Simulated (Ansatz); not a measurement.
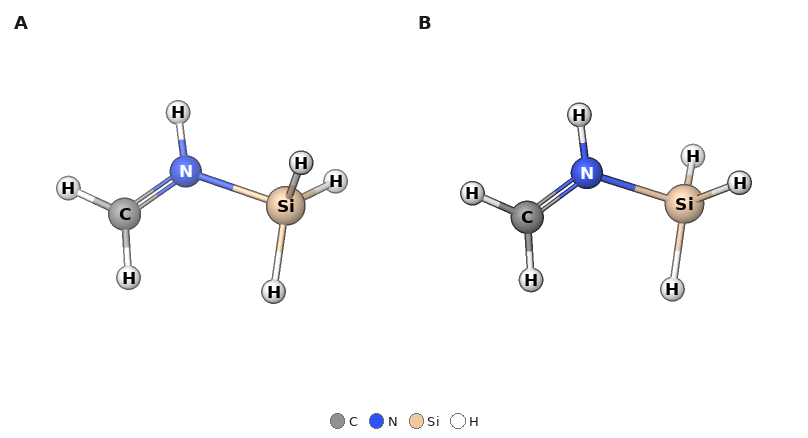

Atoms fade into the background with distance from the viewer. The species has charge +1 and is a spin singlet. Computed geometry: PBE0-D4/def2-TZVP optimisation. No frequency run is at hand to confirm it as a minimum.

Q: How are A and B related: the same structure turned, mirror images, conformers, diastereomers or constitutional isomers?

A: They are the same structure, CH6NSi (charge +1) (C=[NH+][SiH3]), seen from two directions. With point group Cs it is achiral, so its mirror image would be the same too.
